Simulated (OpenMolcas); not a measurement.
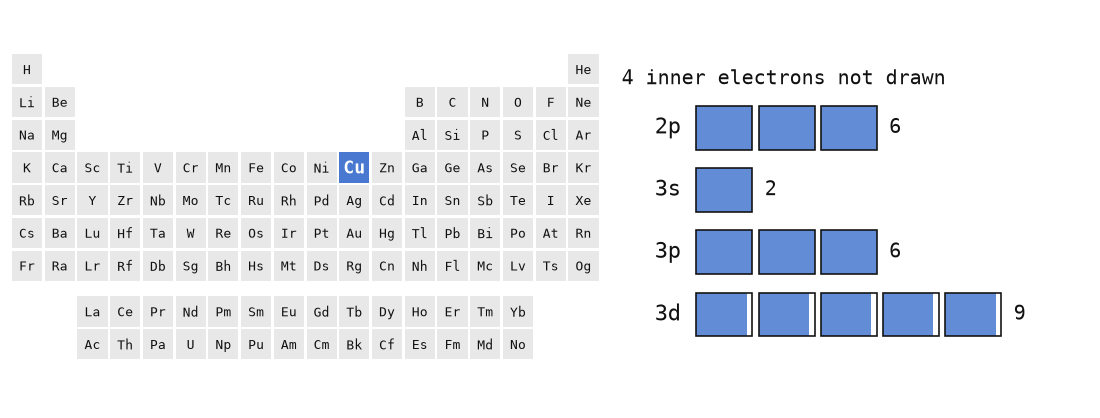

Left, the place of copper in the periodic table; right, the outer shells of the leading configuration of the lowest level: a box for each of the 2l + 1 orbitals, shaded by the share of the shell that is filled, with the electron count at the right.

## Multiconfigurational calculation for Cu²⁺ complex

Cu²⁺ with 6 ligands (NH3; octahedron, 2.3 Å), with no charges around it. Computed at this level: state-averaged SS-CASPT2, IPEA shift 0.25, imaginary shift 0.1 hartree, active space 9 electrons in the shell 3d, basis ANO-RCC-VTZP on the metal and ANO-RCC-VDZP on the ligands, DKH2 scalar Hamiltonian, spin-orbit coupling by RASSI with atomic mean-field integrals (OpenMolcas).

## Input
```
&GATEWAY
Coord
25

Cu 0.0 0.0 0.0
N 2.300000 0.000000 0.000000
H 2.682099 0.945728 0.000000
H 2.682099 -0.472864 0.819024
H 2.682099 -0.472864 -0.819024
N 0.000000 2.300000 0.000000
H 0.000000 2.682099 0.945728
H 0.819024 2.682099 -0.472864
H -0.819024 2.682099 -0.472864
N -2.300000 0.000000 0.000000
H -2.682099 -0.945728 0.000000
H -2.682099 0.472864 -0.819024
H -2.682099 0.472864 0.819024
N 0.000000 -2.300000 0.000000
H 0.000000 -2.682099 -0.945728
H -0.819024 -2.682099 0.472864
H 0.819024 -2.682099 0.472864
N 0.000000 0.000000 2.300000
H 0.945728 0.000000 2.682099
H -0.472864 0.819024 2.682099
H -0.472864 -0.819024 2.682099
N 0.000000 0.000000 -2.300000
H -0.945728 0.000000 -2.682099
H 0.472864 -0.819024 -2.682099
H 0.472864 0.819024 -2.682099
Basis=Cu.ANO-RCC-VTZP,H.ANO-RCC-VDZP,N.ANO-RCC-VDZP
Group=XYZ
NoMove
AngMom=0.0 0.0 0.0
AMFI
RICD
&SEWARD
&RASSCF
FileOrb=start.orb
Symmetry=1
Spin=2
nActEl=9 0 0
Inactive=18 21
Ras2=5 0
CIRoot=5 5 1
SDav=5
CIMx=300
Iter=150 100
PrWF=0.3
OrbListing=Nothing
MaxOrb=0
LevShft=1.0
>>> COPY $Project.JobIph JOB001
&RASSI
NrOfJobIphs=1 5
1 2 3 4 5
IphNames
JOB001
EJob
SpinOrbit
DIPRint=1.0
SOCoupling=1000.0
Subsets=2
Property=9
'ANGMOM' 1 'ANGMOM' 2 'ANGMOM' 3 'MLTPL  1' 1 'MLTPL  1' 2 'MLTPL  1' 3
'AMFI' 1 'AMFI' 2 'AMFI' 3
SOProperty=3
'ANGMOM' 1 'ANGMOM' 2 'ANGMOM' 3
>>> COPY JOB001 $Project.JobIph
&CASPT2
Multistate=5 1 2 3 4 5
NoMult
Frozen=6 9
IPEA=0.25
Imaginary=0.1
MaxIter=60
WThr=0.0 0.3 0.05
PrWF=0.5
NoMix
```

The file start.orb holds starting orbitals from an earlier step. A driver script formed the levels outside the program, from RASSI's spin-orbit matrix and the CASPT2 energies (for multi-state variants, the effective Hamiltonian), averaged over the components of each term or state. The log and the time are those of the CASPT2 step.

Run as:
```bash
OMP_NUM_THREADS=1 MOLCAS_MEM=2457 MOLCAS_PROJECT=a pymolcas a.inp > a.log  # once for each step of the input, in one work folder
```

## The program's output (extracts)
```
--- CASPT2 ---
Orbital specifications:
      -----------------------

      Symmetry species                           1   2
                                                ag  au
      Frozen orbitals                            6   9
      Inactive orbitals                         12  12
      Active orbitals                            5   0
      Secondary orbitals                        94  95
      Deleted orbitals                           0   0
      Number of basis functions                117 116
Type of calculation                        SS-CASPT2
      Fock operator                              state-specific
      IPEA shift                                 0.25
      Real shift                                 0.00
      Imaginary shift                            0.10
      The input orbitals will be transformed to quasi-canonical
Reference energy:       -1990.2768149783
      E2 (Non-variational):      -1.6081196664
      Shift correction:          -0.0014112894
      E2 (Variational):          -1.6095309558
      Total energy:           -1991.8863459341
      Residual norm:              0.0000002829
      Reference weight:           0.70096
      Contributions to the CASPT2 correlation energy
      Active & Virtual Only:         -0.3565497243
      One Inactive Excited:          -0.0549192386
      Two Inactive Excited:          -1.1966507035
Reference energy:       -1990.2768149782
      E2 (Non-variational):      -1.6082210276
      Shift correction:          -0.0014127561
      E2 (Variational):          -1.6096337838
      Total energy:           -1991.8864487620
      Residual norm:              0.0000002918
      Reference weight:           0.70090
      Contributions to the CASPT2 correlation energy
      Active & Virtual Only:         -0.3565775698
      One Inactive Excited:          -0.0549539083
      Two Inactive Excited:          -1.1966895495
::    CASPT2 Root  1     Total energy:  -1991.88634593
::    CASPT2 Root  2     Total energy:  -1991.88644876
::    CASPT2 Root  3     Total energy:  -1991.85496364
::    CASPT2 Root  4     Total energy:  -1991.85494171
::    CASPT2 Root  5     Total energy:  -1991.85468507
```

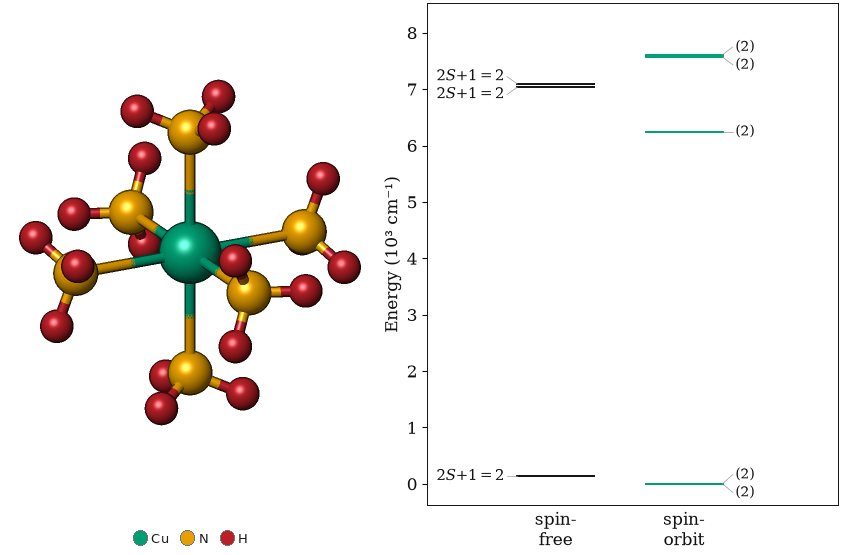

Cu²⁺ (3d⁹) with 6 ligands, NH₃, at 2.3 Å (arrangement: octahedron, Ci), and its levels. Labels give the representation in O, Td, D4 or D3 as the site allows (double group for half-integer spin) where it could be assigned and, in brackets, the degeneracy; spin-free states, where drawn, share the zero of the spin-orbit levels. The ground level is a Kramers doublet, 100 % from states of spin multiplicity 2. Its principal g values are 0.41, 0.41 and 2.38, easy-axis. The next level lies at 0.95 cm⁻¹.

## Key numbers

| quantity | value |
| --- | --- |
| outcome | converged |
| energy of the lowest spin-free term | −1991.88640 hartree |
| energy of the lowest spin-orbit level | −1991.88700 hartree |
| CASPT2 correlation energy | −1.6096 hartree |
| largest spread among components of a term | 22.6 cm⁻¹ |
| lowest reference weight | 0.701 |
| hardware | 1 thread of Arm Neoverse V2, 24 GiB of memory available, shared host |
| wall time | 45 s |
| peak memory | 0.2 GiB |

## Remarks

Limits: orbital doublet at a regular site, Jahn-Teller distortion not allowed for; with a single d shell and no ligand orbitals active, the ligand field and the g values of a late 3d ion can be well off; distances are set from ionic radii, not optimised.
